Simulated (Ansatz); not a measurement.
**Single-point calculation of SiH₅SBrO**

System: SiH₅SBrO.
Method: RKS PBE0-D4/def2-TZVPP (Ansatz 0.2.0).

The geometry is the product side of a reaction. The reaction was set up to form Si1–S7 and Br2–H6 and to break Si1–Br2 and H6–S7 (atoms counted from 1 in the order of the input); sticks are drawn by distance alone. The geometry comes from this level: PBE0-D4/def2-TZVP.

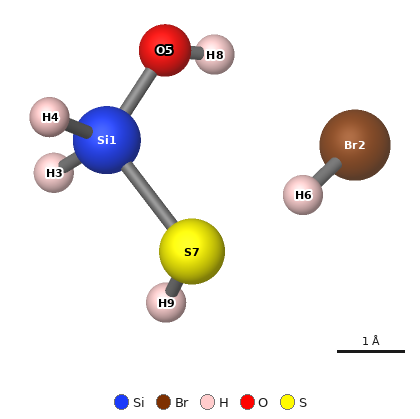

Figure 1. The structure as given in the input (ball-and-stick view, seen at a tilt; atoms are numbered from 1 in the order of the input).

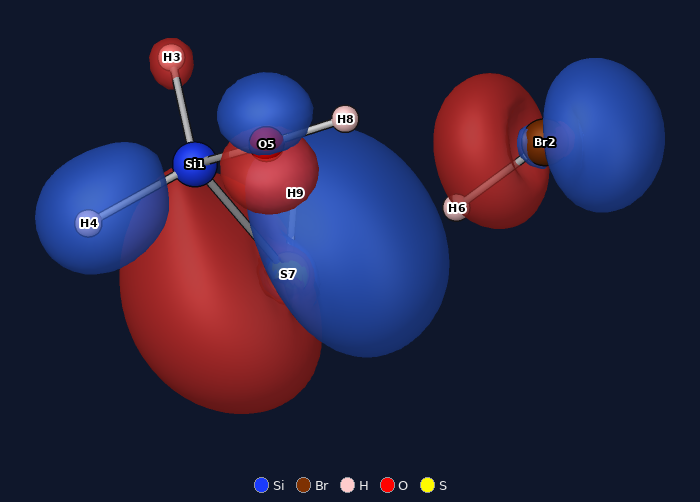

Figure 2. The HOMO at ±0.08 Å⁻³ᐟ² (blue and red are the two phases), seen from the side. Its energy is −8.14 eV.

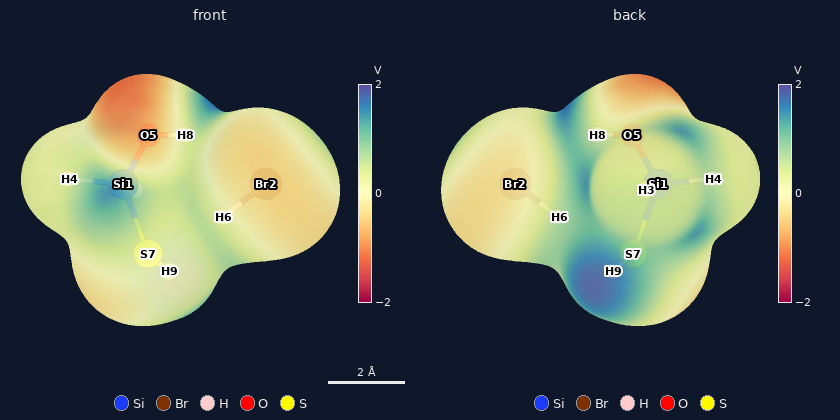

Figure 3. The electrostatic potential painted on the density surface at 0.002 e/bohr³, seen at a tilt and from behind; red is negative and blue positive.

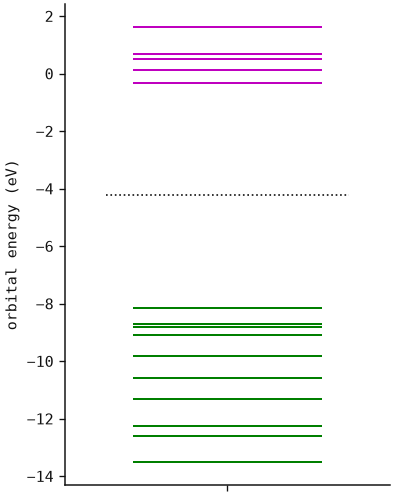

Figure 4. Orbital energies near the frontier; the dotted line parts filled from empty levels, and levels within 0.02 eV of each other stand side by side. Highest filled −8.14 eV, lowest empty −0.31 eV, 7.83 eV apart.

The input that produced these results follows, with the program's output.

Input
```yaml
crystal:
  periodic: [false, false, false]
  atoms:
    - {symbol: Si, position_ang: [-1.163899, -0.180442, -0.001800]}
    - {symbol: Br, position_ang: [2.688312, 0.965963, -0.765663]}
    - {symbol: H, position_ang: [-1.175446, -1.449707, -0.769650]}
    - {symbol: H, position_ang: [-2.482157, 0.117971, 0.590301]}
    - {symbol: O, position_ang: [-0.775755, 1.126455, -0.895013]}
    - {symbol: H, position_ang: [1.892993, 0.428492, 0.327428]}
    - {symbol: S, position_ang: [0.259753, -0.501916, 1.602246]}
    - {symbol: H, position_ang: [0.121154, 1.202986, -1.240015]}
    - {symbol: H, position_ang: [0.635143, -1.710002, 1.152268]}
basis:
  gaussian: {orbitals: def2-TZVPP}
hamiltonian: {xc: pbe0, dispersion: d4}
output: {orbitals: {seedname: orbitals}}
```

Run as:
```bash
ansatz run in.yaml --threads 8 --pin off --events-out ev --progress --plain --max-ram 19148MiB
```

The program's output
```
Functional definition: PBE0
  name "PBE0"
  cite "Adamo & Barone, J. Chem. Phys. 110, 6158 (1999) doi:10.1063/1.478522"
  cite "Perdew, Burke & Ernzerhof, Phys. Rev. Lett. 77, 3865 (1996) doi:10.1103/PhysRevLett.77.3865"
  parent pbe
  parameter a = 0.25
  parameter kappa = 0.804
  parameter beta = 0.06672455060314922
  exchange = (1 - a)*pbe_x(kappa = kappa, mu = beta*pi^2/3) + a*exact_x
  correlation = pbe_c(beta = beta)
1465 factors; their error is unknown
mean field evaluation 1: about -90869.4709 eV, gradient 5.2e1 eV
mean field evaluation 2: about -90860.5438 eV, gradient 8.6e1 eV
mean field evaluation 4: about -90873.7741 eV, gradient 2.5e0 eV
mean field evaluation 8: about -90873.7858 eV, gradient 3.1e-2 eV
mean field evaluation 16: about -90874.2527 eV, gradient 8.2e-5 eV
mean field -90874.25273788 eV, -3339.5671913363 hartree, gradient 8.2e-5 eV, S^2 0.000000; 0 other end points of the search recorded, 0 dependent functions left out
reference -90874.25276823 eV, -3339.5671924517 hartree; 39, 39 occupied and 194, 194 virtual orbitals, 1465 factors
Total energy: -90874.44313071 eV, -3339.5741881436 hartree
```

Summary

- outcome: converged
- total energy: −90874.4431 eV
- mean-field energy: −90874.2528 eV
- dispersion energy: −0.1904 eV
- SCF solution under orbital rotations: stable
- HOMO: −8.14 eV
- LUMO: −0.31 eV
- hardware: 8 threads of AMD EPYC, 31 GiB of memory available, shared host
- wall time: 0.75 s (CPU time 4.6 s)
- peak memory: 0.78 GiB
